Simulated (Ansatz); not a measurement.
# C₁₁H₁₀: what the fields show

```xyz
21

C     1.6588   -2.5327   -1.4477
C     0.7527   -1.4683   -0.9132
C    -0.5925   -1.4090   -1.3485
C    -1.4471   -0.4526   -0.8820
C    -1.0137    0.5123    0.0539
C    -1.8686    1.5150    0.5578
C    -1.4125    2.4328    1.4640
C    -0.0770    2.3869    1.9064
C     0.7746    1.4257    1.4348
C     0.3336    0.4651    0.4995
C     1.1881   -0.5394   -0.0058
H     1.2741   -3.5300   -1.2151
H     2.6613   -2.4505   -1.0261
H     1.7427   -2.4678   -2.5365
H    -0.9441   -2.1421   -2.0677
H    -2.4756   -0.4216   -1.2265
H    -2.8971    1.5459    0.2134
H    -2.0779    3.1991    1.8446
H     0.2748    3.1187    2.6246
H     1.8043    1.3890    1.7748
H     2.2167   -0.5658    0.3420
```

Geometry: PBE0-D4/def2-TZVP.

Theory: RKS PBE0-D4/def2-TZVPP in Ansatz 0.2.0.

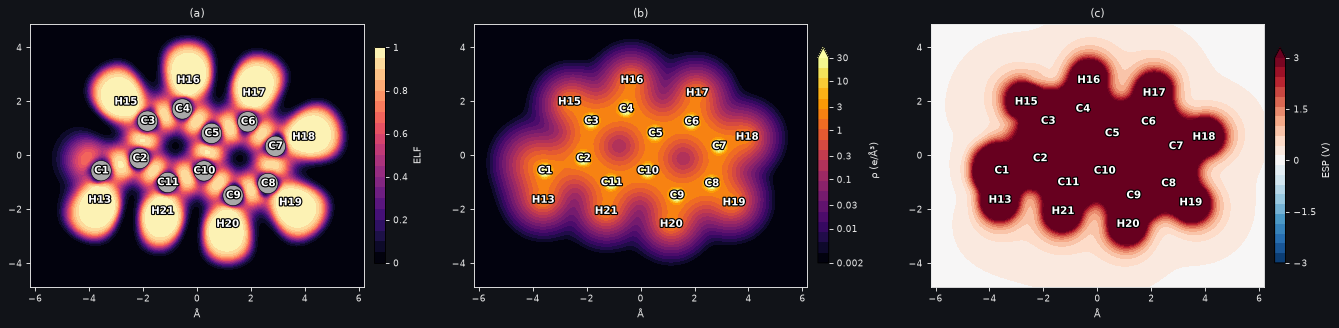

Figure 1. (a) ELF; (b) total electron density; (c) electrostatic potential on the plane of atoms C9, C8 and H19. Grey discs cover the atomic cores in the ELF map.

What do the fields say about this system?

Atoms in the plane: C and H.
C–C (1.36 Å): ρ is about 2.2 e/Å³ halfway; the ELF peaks at about 0.95 between the atoms (localised, covalent bonding).
C–H (1.08 Å): ρ is about 2.1 e/Å³ halfway; the ELF climbs to about 1 towards the hydrogen, as it does in any bond to H (an ordinary covalent bond to hydrogen).
C–C (1.41 Å): the density is about 2.1 e/Å³ at the midpoint; the ELF peaks at about 0.95 between the atoms, as expected for localised, covalent bonding.
C–C (1.50 Å): ρ at the midpoint is about 1.8 e/Å³; the ELF peaks at about 0.95 between the atoms; a shared electron pair.
The potential has no marked negative region in this plane.

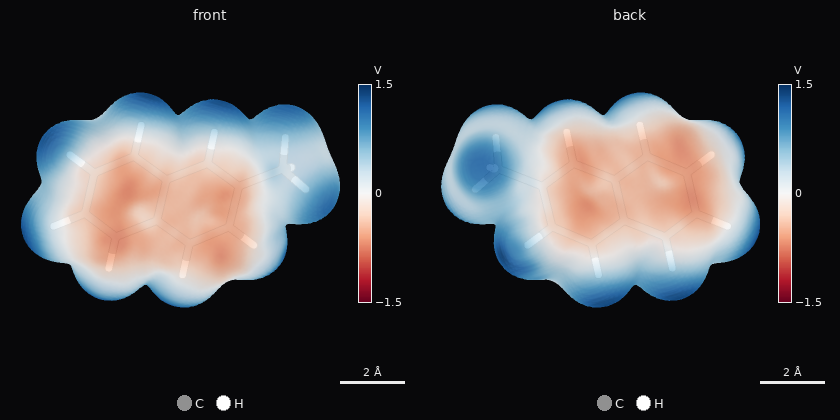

Figure 2. The electrostatic potential painted on the density surface at 0.004 e/bohr³, seen from the front and from behind; red is negative and blue positive.

Describe the electrostatic potential map.

The most negative region (about −0.7 V, or −16 kcal/mol for a unit charge) lies over the π face of the C atoms, the most positive (about +1.3 V, or +30 kcal/mol for a unit charge) over the H atoms.

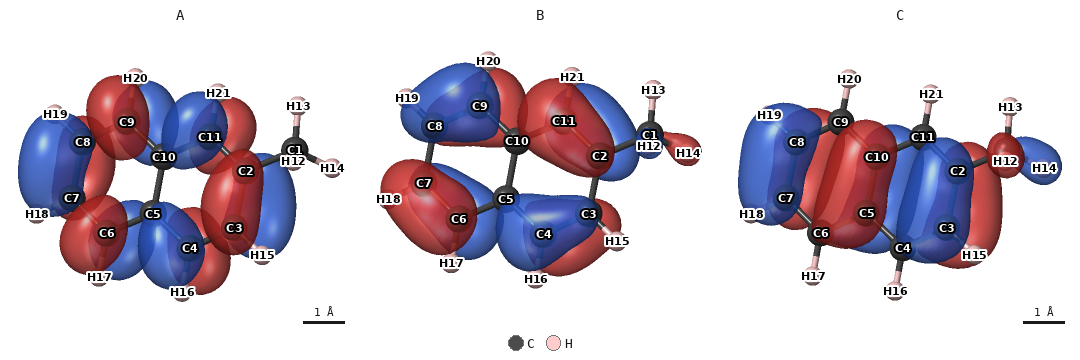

Figure 3. Three frontier orbitals at ±0.08 Å⁻³ᐟ² (blue and red are the two phases), in no order.

Order the three orbitals by energy and name them.

C is the HOMO−1 (−6.90 eV). By Hirshfeld shares it lies mainly on C3 (about 15 %), C5 (about 15 %), C8 (about 15 %), C10 (about 15 %), C2 (about 10 %) and C7 (about 10 %). B is the HOMO (−6.22 eV). It lies mainly on C11 (about 15 %), C9 (about 15 %), C6 (about 15 %), C4 (about 15 %), C2 (about 10 %) and C7 (about 10 %). A is the LUMO (−1.06 eV). It lies mainly on C6 (about 10 %), C4 (about 10 %), C9 (about 10 %), C11 (about 10 %), C3 (about 10 %) and C8 (about 10 %).

What is the HOMO–LUMO gap?

5.16 eV between the orbital energies.
